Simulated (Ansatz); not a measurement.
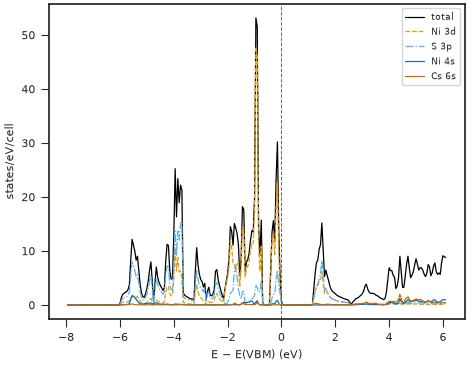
Fig. 1. Total and projected density of states of Cs₂Ni₃S₄ in space group Fmmm (No. 69; Cs on 8i, Ni on 4a, Ni on 8e, S on 16m), r²SCAN (plane waves, PAW; program Ansatz)

Problem. Which orbitals carry the states next to the gap?

Solution. Top 1 eV of the valence band: Ni 3d 82 %, S 3p 15 %. Bottom 1 eV of the conduction band: S 3p 48 %, Ni 3d 42 %. Projections are on Löwdin-orthogonalised atomic valence shells; empty p or d shells of many metals are not among them.

Problem. Where is the tallest occupied peak in this window, and what makes it?

Solution. Near -1.0 eV, about 53 states/eV per cell; the largest projected share is Ni 3d.

The workflow started from a Materials Project entry (that database holds measured and hypothetical structures alike); the Crystallography Open Database copy checked does not list it. Its standing as an ambient phase is unchecked. The cell was relaxed with r²SCAN under the symmetry of its start; whether a distortion lowers the energy is not shown. No spin polarisation was allowed. Scalar-relativistic: spin–orbit coupling is off unless named, which matters more the heavier the elements.

Potentials: the later of the program's two PAW sets.
